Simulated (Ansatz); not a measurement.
# C₂H₄FNOSi: small, medium and large basis sets

How large a basis does C₂H₄FNOSi need? Two functionals are run in growing sets.

Computed with Ansatz 0.2.0, Gaussian basis. Level: one geometry, several basis sets.

Plan: PBE0-D4/def2-SVP; ωB97M-V/def2-SVP; PBE0-D4/def2-QZVPP; ωB97M-V/def2-QZVPP; the functionals' def2-TZVPP values are taken from earlier runs.

## (1) The relaxed structure

All runs share one geometry, relaxed beforehand with PBE0-D4 in a triple-zeta def2 set.

SMILES `F[SiH]1COC=N1`, 10 atoms, charge 0, spin multiplicity 1.

Atoms are counted from 1 here; the program's logs count them from 0.

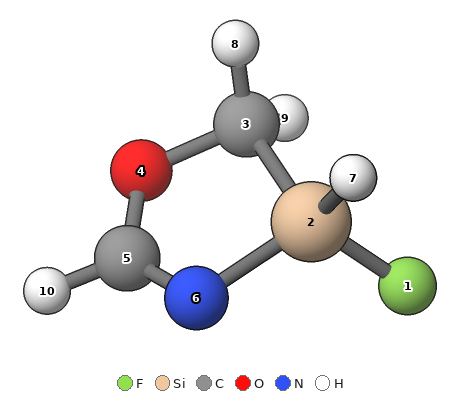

The geometry (fluorine green, silicon light orange, carbon grey, oxygen red, nitrogen blue, hydrogen white); atoms are numbered from 1 in the order of the file.

## (2) PBE0-D4 in def2-SVP

in.yaml reads:

```yaml
crystal:
  periodic: [false, false, false]
  atoms:
    - {symbol: F, position_ang: [-2.102318, -1.020022, 0.580270]}
    - {symbol: Si, position_ang: [-0.705523, -0.312453, 0.879085]}
    - {symbol: C, position_ang: [0.641588, -0.845555, -0.338269]}
    - {symbol: O, position_ang: [0.889237, 0.370480, -1.081568]}
    - {symbol: C, position_ang: [0.158273, 1.398502, -0.609249]}
    - {symbol: N, position_ang: [-0.666202, 1.331935, 0.350358]}
    - {symbol: H, position_ang: [-0.437652, -0.517235, 2.316303]}
    - {symbol: H, position_ang: [1.582327, -1.144309, 0.128985]}
    - {symbol: H, position_ang: [0.347753, -1.618961, -1.050195]}
    - {symbol: H, position_ang: [0.375517, 2.306420, -1.172818]}
basis:
  gaussian: {orbitals: def2-SVP}
hamiltonian: {xc: pbe0, dispersion: d4}
output: {orbitals: {seedname: orbitals}}
```

Launch:

```console
> ansatz run in.yaml --threads 4 --pin off --events-out ev --progress --plain --max-ram 10444MiB
```

Standard output:

```text
Functional definition: PBE0
  name "PBE0"
  cite "Adamo & Barone, J. Chem. Phys. 110, 6158 (1999) doi:10.1063/1.478522"
  cite "Perdew, Burke & Ernzerhof, Phys. Rev. Lett. 77, 3865 (1996) doi:10.1103/PhysRevLett.77.3865"
  parent pbe
  parameter a = 0.25
  parameter kappa = 0.804
  parameter beta = 0.06672455060314922
  exchange = (1 - a)*pbe_x(kappa = kappa, mu = beta*pi^2/3) + a*exact_x
  correlation = pbe_c(beta = beta)
1207 factors; their error is unknown
mean field evaluation 1: about -16245.1720 eV, gradient 5.5e1 eV
mean field evaluation 2: about -16240.4624 eV, gradient 7.2e1 eV
mean field evaluation 4: about -16250.9969 eV, gradient 4.3e0 eV
mean field evaluation 8: about -16251.0331 eV, gradient 2.8e-1 eV
mean field evaluation 16: about -16251.0831 eV, gradient 1.6e-4 eV
mean field -16251.08311810 eV, -597.2162892102 hartree, gradient 1.7e-5 eV, S^2 0.000000; 0 other end points of the search recorded, 0 dependent functions left out
reference -16251.08314335 eV, -597.2162901382 hartree; 27, 27 occupied and 81, 81 virtual orbitals, 1207 factors
Total energy: -16251.28019237 eV, -597.2235315561 hartree
```

Wall time 0.65 s (4 threads of Intel Xeon 6975P-C, shared host); peak memory 0.25 GiB.

## (3) ωB97M-V in def2-SVP

Edit in.yaml of step 2 so:

```diff
@@ -15,3 +15,3 @@
   gaussian: {orbitals: def2-SVP}
-hamiltonian: {xc: pbe0, dispersion: d4}
+hamiltonian: {xc: {name: wB97M-V}}
 output: {orbitals: {seedname: orbitals}}
```

The command is unchanged.

Standard output, shortened:

```text
Functional definition: wB97M-V
  name "wB97M-V"
  cite "Mardirossian & Head-Gordon, J. Chem. Phys. 144, 214110 (2016) doi:10.1063/1.4952647"
  cite "Becke, J. Chem. Phys. 107, 8554 (1997) doi:10.1063/1.475007"
  cite "Vydrov & Van Voorhis, J. Chem. Phys. 133, 244103 (2010) doi:10.1063/1.3521275"
  # Of w^i u^j: cxij and so on, Table III.
[...]
  gx(w, u) = 1 - cx + cx01*u + cx10*w
  gss(w, u) = css00 + css04*u^4 + css10*w + css20*w^2 + css43*w^4*u^3
  gos(w, u) = cos00 + cos10*w + (cos20 + cos21*u)*w^2 + (cos60 + cos61*u)*w^6
[...]
      + integral(e_c_pw_mod_opposite_spin*gos(b97_w_opposite, b97_u_opposite)) + vv10(b, c)
1207 factors; their error is unknown
286 factors; integrals over basis functions are off by at most 6.6e-6 eV
[...]
mean field -16260.17312708 eV, -597.5503408790 hartree, gradient 6.2e-5 eV, S^2 0.000000; 0 other end points of the search recorded, 0 dependent functions left out
reference -16260.17316525 eV, -597.5503422817 hartree; 27, 27 occupied and 81, 81 virtual orbitals, 1207 factors
Total energy: -16260.17316525 eV, -597.5503422817 hartree
```

Run time: 1.9 s. Hardware: 4 threads of Intel Xeon 6975P-C, shared host; peak memory 0.35 GiB.

## (4) PBE0-D4 in def2-QZVPP

Edit in.yaml of step 3 so:

```diff
@@ -14,4 +14,4 @@
 basis:
-  gaussian: {orbitals: def2-SVP}
-hamiltonian: {xc: {name: wB97M-V}}
+  gaussian: {orbitals: "def2-QZVPP.json"}
+hamiltonian: {xc: pbe0, dispersion: d4}
 output: {orbitals: {seedname: orbitals}}
```

The command is unchanged.

Standard output:

```text
Functional definition: PBE0
  name "PBE0"
  cite "Adamo & Barone, J. Chem. Phys. 110, 6158 (1999) doi:10.1063/1.478522"
  cite "Perdew, Burke & Ernzerhof, Phys. Rev. Lett. 77, 3865 (1996) doi:10.1103/PhysRevLett.77.3865"
  parent pbe
  parameter a = 0.25
  parameter kappa = 0.804
  parameter beta = 0.06672455060314922
  exchange = (1 - a)*pbe_x(kappa = kappa, mu = beta*pi^2/3) + a*exact_x
  correlation = pbe_c(beta = beta)
1507 factors; their error is unknown
mean field evaluation 1: about -16256.6046 eV, gradient 6.7e1 eV
mean field evaluation 2: about -16249.3059 eV, gradient 8.8e1 eV
mean field evaluation 4: about -16264.6546 eV, gradient 7.3e0 eV
mean field evaluation 8: about -16264.7631 eV, gradient 3.5e-1 eV
mean field evaluation 16: about -16264.7632 eV, gradient 3.5e-5 eV
mean field -16264.76320040 eV, -597.7190229623 hartree, gradient 3.5e-5 eV, S^2 0.000000; 0 other end points of the search recorded, 0 dependent functions left out
reference -16264.76323784 eV, -597.7190243381 hartree; 27, 27 occupied and 448, 448 virtual orbitals, 1507 factors
Total energy: -16264.96028686 eV, -597.7262657560 hartree
```

Wall time 4.9 s (4 threads of Intel Xeon 6975P-C, shared host); peak memory 1.7 GiB.

## (5) ωB97M-V in def2-QZVPP

Edit in.yaml of step 4 so:

```diff
@@ -15,3 +15,3 @@
   gaussian: {orbitals: "def2-QZVPP.json"}
-hamiltonian: {xc: pbe0, dispersion: d4}
+hamiltonian: {xc: {name: wB97M-V}}
 output: {orbitals: {seedname: orbitals}}
```

The command is unchanged.

Standard output, shortened:

```text
Functional definition: wB97M-V
  name "wB97M-V"
  cite "Mardirossian & Head-Gordon, J. Chem. Phys. 144, 214110 (2016) doi:10.1063/1.4952647"
  cite "Becke, J. Chem. Phys. 107, 8554 (1997) doi:10.1063/1.475007"
  cite "Vydrov & Van Voorhis, J. Chem. Phys. 133, 244103 (2010) doi:10.1063/1.3521275"
  # Of w^i u^j: cxij and so on, Table III.
[...]
  gx(w, u) = 1 - cx + cx01*u + cx10*w
  gss(w, u) = css00 + css04*u^4 + css10*w + css20*w^2 + css43*w^4*u^3
  gos(w, u) = cos00 + cos10*w + (cos20 + cos21*u)*w^2 + (cos60 + cos61*u)*w^6
[...]
      + integral(e_c_pw_mod_opposite_spin*gos(b97_w_opposite, b97_u_opposite)) + vv10(b, c)
1487 factors; their error is unknown
353 factors; integrals over basis functions are off by at most 7.0e-6 eV
[...]
mean field -16274.06957327 eV, -598.0610258572 hartree, gradient 2.6e-5 eV, S^2 0.000000; 0 other end points of the search recorded, 0 dependent functions left out
reference -16274.06963351 eV, -598.0610280708 hartree; 27, 27 occupied and 448, 448 virtual orbitals, 1487 factors
Total energy: -16274.06963351 eV, -598.0610280708 hartree
```

Wall time 11 s (4 threads of Intel Xeon 6975P-C, shared host); peak memory 2.1 GiB.

## (6) Functionals by basis

The def2-TZVPP values come from earlier runs at the same geometry.

| functional | basis | functions | energy (eV) | from the largest (eV) | HOMO (eV) | LUMO (eV) |
| --- | --- | --- | --- | --- | --- | --- |
| PBE0-D4 | def2-SVP | 108 | -16251.2802 | 13.680 | -7.97 | -0.29 |
| PBE0-D4 | def2-TZVPP | 253 | -16264.2219 | 0.738 | -8.11 | -0.49 |
| PBE0-D4 | def2-QZVPP | 475 | -16264.9603 | 0.000 | -8.14 | -0.56 |
| ωB97M-V | def2-SVP | 108 | -16260.1732 | 13.896 | -10.29 | 1.96 |
| ωB97M-V | def2-TZVPP | 253 | -16273.3812 | 0.688 | -10.45 | 1.62 |
| ωB97M-V | def2-QZVPP | 475 | -16274.0696 | 0.000 | -10.48 | 1.39 |

## (7) Summary of results

| quantity | value |
| --- | --- |
| PBE0-D4: double and triple zeta above quadruple | 13.68, 0.74 eV |
| ωB97M-V: double and triple zeta above quadruple | 13.90, 0.69 eV |

In words: For PBE0-D4 the step from double to triple zeta gains 12.94 eV and the next only 0.74 eV. These are total energies; as a rule much of such shifts cancels in differences, which this series doesn't test. The LUMO of ωB97M-V is positive and keeps falling with the basis (1.96 to 1.39 eV): an unbound level that the basis holds in place.

For PBE0-D4 the largest set took about 7 times as long as the smallest (4.9 s against 0.65 s).
